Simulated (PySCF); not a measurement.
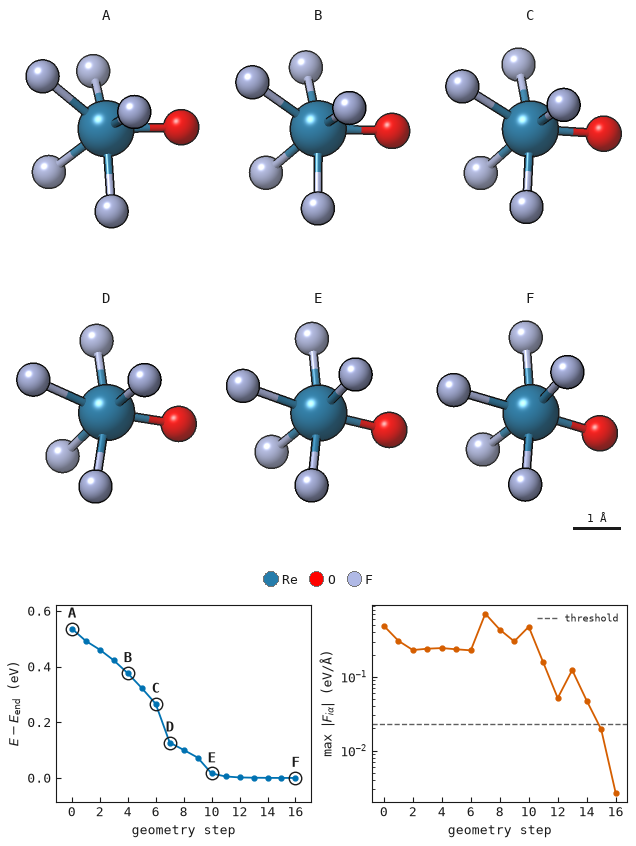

Frames of a relaxation of ReOF5, marked on the history of the run. Style: ball-and-stick. Shown from a free direction.

The start is a saddle point found before, displaced along its imaginary mode.

Method: PySCF 2.14.0, RKS r2SCAN, Re def2-SVP with ECP60, O def2-SVP, F def2-SVP; non-relativistic Hamiltonian with scalar-relativistic core potentials; density fitting. 

**Describe the path.**

An F atom moves most after the best rigid fit: 0.71 Å. Largest moves by element: F 0.71 Å, O 0.55 Å, Re 0.05 Å. Some distances before and after: F–Re 1.889 → 1.842 Å, F–Re 1.888 → 1.893 Å. Among the angles between lasting bonds that change: F–Re–F 127.8° → 89.6°, O–Re–F 141.7° → 179.7°, F–Re–F 118.8° → 85.7°. After 16 geometry steps the energy has fallen by 0.536 eV. Largest force component: 0.49 eV/Å at the start, 0.0027 eV/Å at the end. From step 0 to 4: an F atom moves most (0.16 Å), energy −0.160 eV. From step 4 to 6: F atoms move most (0.10 Å), energy −0.110 eV. From step 6 to 7: an F atom moves most (0.25 Å), energy −0.139 eV. From step 7 to 10: F atoms move most (0.15 Å), energy −0.111 eV. From step 10 to 16: an F atom moves most (0.09 Å), energy −0.016 eV.

```tsv
step	E − E(0), eV	largest force component, eV/Å
0	0.0000	0.4909
1	-0.0443	0.3078
2	-0.0756	0.2305
3	-0.1139	0.2404
4	-0.1601	0.2452
5	-0.2132	0.2361
6	-0.2701	0.2284
7	-0.4093	0.7168
8	-0.4357	0.4366
9	-0.4631	0.3021
10	-0.5203	0.4772
11	-0.5310	0.1567
12	-0.5346	0.0515
13	-0.5355	0.1233
14	-0.5361	0.0475
15	-0.5364	0.0194
16	-0.5363	0.0027
```
